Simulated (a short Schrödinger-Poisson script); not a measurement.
System: gated Al0.4Ga0.6As/GaAs modulation-doped gas, at 20 K.

```tsv
layer	material	thickness (nm)	Nd (cm⁻³)	Na (cm⁻³)
1	Al0.4Ga0.6As	10	-	-
2	Al0.4Ga0.6As	40	1.2e18	-
3	Al0.4Ga0.6As	20	-	-
4	GaAs	6000	-	2e15
```

The device is made up for the run: typed textbook-type constants, with dimensions and the other settings drawn at random. Al0.4Ga0.6As: permittivity 11.76, conduction-band edge (eV) 0.316, gap (eV) 1.923, electron mass (mₑ) 0.1002, Nv at 300 K (cm⁻³) 9e18. GaAs: permittivity 12.9, conduction-band edge (eV) 0, gap (eV) 1.424, Nv at 300 K (cm⁻³) 9e18.

Channel valleys (confinement mass, in-plane density-of-states mass, number): Γ 0.067, 0.067, 1. At the gate the conduction-band edge of layer 1 lies 1.07 eV − eVg above the Fermi level of the channel; the field vanishes at the back. Donor level 0.02 eV below the band edge. The barrier under the gate holds no holes. Gaps are held at their typed values at every temperature. Mesh 0.08 nm at interfaces.

Solved with a short Schrödinger-Poisson script written for these runs: 1D Poisson equation in equilibrium, electrons quantum, Hartree (BenDaniel-Duke, 40 states a valley, the channel's in-plane mass for all, wave functions free to enter the barrier), parabolic valleys, classical holes, donors ionised by Fermi statistics, acceptors fully, no traps, pinning or gate leakage.

Only gate voltages with over 1e8 electrons/cm² are shown.

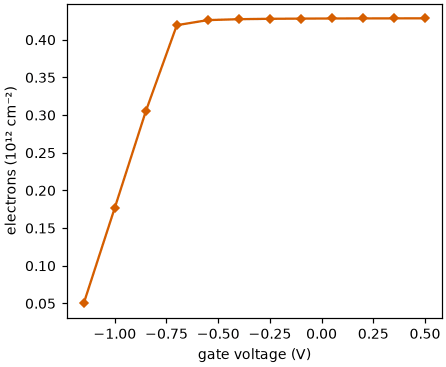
Figure: Sheet density against gate voltage

| Vg (V) | electrons (cm⁻²) | in the channel layer | C (μF/cm²) | Γ E0 (meV) | Γ E1 (meV) |
|---|---|---|---|---|---|
| 0.5 | 4.29e11 | 4.22e11 | 0.395 | -15.3 | 19.4 |
| 0.2 | 4.28e11 | 4.22e11 | 0.326 | -15.3 | 19.4 |
| -0.1 | 4.28e11 | 4.22e11 | 0.284 | -15.3 | 19.4 |
| -0.4 | 4.27e11 | 4.21e11 | 0.254 | -15.3 | 19.4 |
| -0.7 | 4.19e11 | 4.13e11 | 0.216 | -15.0 | 19.6 |
| -1 | 1.77e11 | 1.75e11 | 0.137 | -6.3 | 25.2 |

Subbands count from the Fermi level.
